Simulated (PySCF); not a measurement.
## A study: H$_{12}$Si$_{5}$, SMILES `[SiH3][Si]([SiH3])([SiH3])[SiH3]`

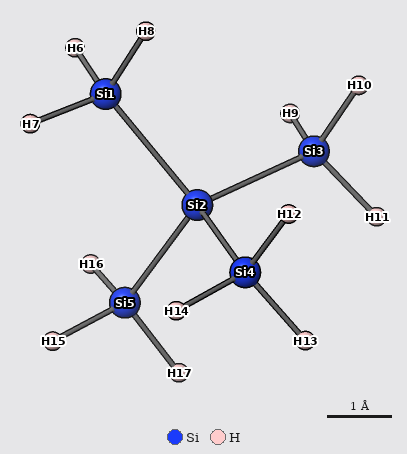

The molecule, with its atoms numbered as below. No frequency check shows the geometry to be a minimum.

Coordinates in Å:

```
Si1      1.5214   -1.7802    0.1365
Si2      0.0016   -0.0008    0.0005
Si3     -1.3050   -0.2273   -1.9324
Si4     -1.4000   -0.0142    1.8793
Si5      1.1827    2.0221   -0.0837
H6       2.4064   -1.8496   -1.0286
H7       2.3923   -1.6814    1.3098
H8       0.8562   -3.0817    0.2274
H9      -0.5151   -0.1305   -3.1619
H10     -2.0001   -1.5153   -1.9892
H11     -2.3414    0.8032   -2.0281
H12     -2.1358   -1.2732    2.0180
H13     -2.4074    1.0479    1.8290
H14     -0.6651    0.1742    3.1319
H15      1.9863    2.2505    1.1194
H16      2.1123    2.0792   -1.2140
H17      0.3003    3.1834   -0.2167
```

### 1. Bonding charge

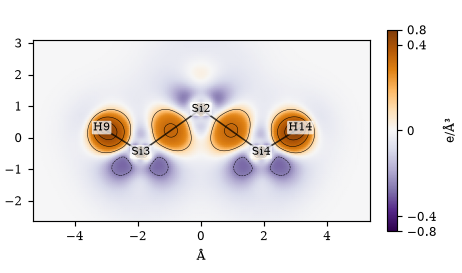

Deformation density (molecule less spherical, spin-averaged free atoms) in the plane of Si2, Si3, Si4, H9 and H14; colour scale in e/Å³, logarithmic beyond ±0.1; orange: gain, purple: loss.

Computed with PySCF, PBE0/def2-TZVP, geometry: GFN2-xTB.

Question: Describe the bonding that the map shows.

Answer: Si2–Si4 and Si2–Si3: +0.23 e/Å³ at the bond critical point (bond length 2.34 Å, Mayer order 0.9). Si4–H14: +0.22 e/Å³ at the bond critical point (bond length 1.46 Å, Mayer order 0.9). Si3–H9: +0.22 e/Å³ at the bond critical point (bond length 1.47 Å, Mayer order 0.9). In all, 4.1 electrons gather in the regions of gain relative to the promolecule.

Question: Where do the Hirshfeld charges lie?

Answer: The highest Hirshfeld charge is on Si1, Si3, Si4 and Si5 (+0.21 e), the lowest on H9 (−0.07 e).

### 2. Local ionisation energy

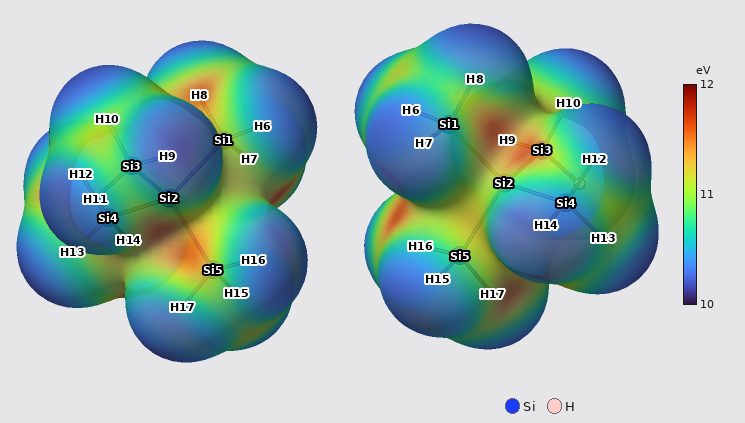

Average local ionisation energy on the surface of electron density 0.001 a.u. (back view left, front view right).

Question: Locate the minima of the map.

Answer: The lowest value is 10.2 eV, 1.5 Å from H15, and at like points elsewhere. For comparison, the highest occupied orbital lies at −8.2 eV.

### 3. In an electric field

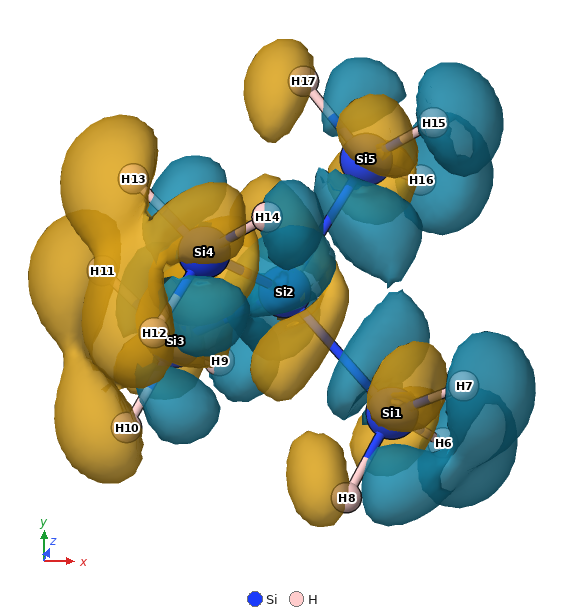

Change of the electron density in a uniform field of 0.21 V/Å, surfaces at ±0.0015 e/Å³ (yellow: gain, teal: loss).

Method: PBE0/def2-TZVP; geometry: GFN2-xTB; program: PySCF. A basis without diffuse functions makes polarisabilities too small.

Question: Along which Cartesian direction does the field point?

Answer: Along +x: electrons gather on the −x side, against the field.

Question: What dipole is induced, and what polarisability does it imply?

Answer: The induced dipole is 1.52 D (along the field); α along this axis, from the fields in both directions, is 150 bohr³ (22.2 Å³).

Question: Which atoms gain and lose the most charge?

Answer: Electrons gather most on H13 (Hirshfeld charge changes by −0.009 e) and leave H6 most (+0.009 e); 0.120 electrons are displaced in all.

The PySCF runs shown took 67 s and 3 min on 1 thread of Arm Neoverse V1 (shared host).
